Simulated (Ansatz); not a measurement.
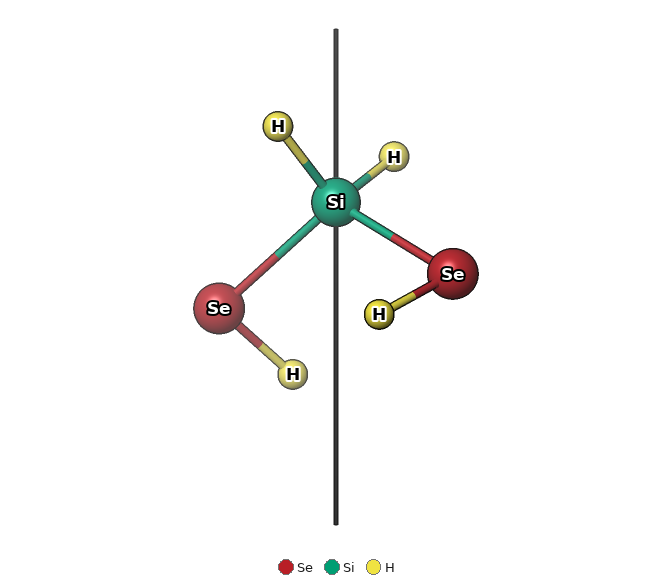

All proper rotation axes (lines) and mirror planes (discs) of the structure are drawn in. Atoms fade into the background with distance from the viewer. Computed geometry: PBE0-D4/def2-TZVP optimisation.

Question: What is the order of each axis, and which point group results?

Answer: It has 1 C2 axis. Point group C2. The group has 2 operations. The geometry is chiral, and symmetry allows a dipole moment.
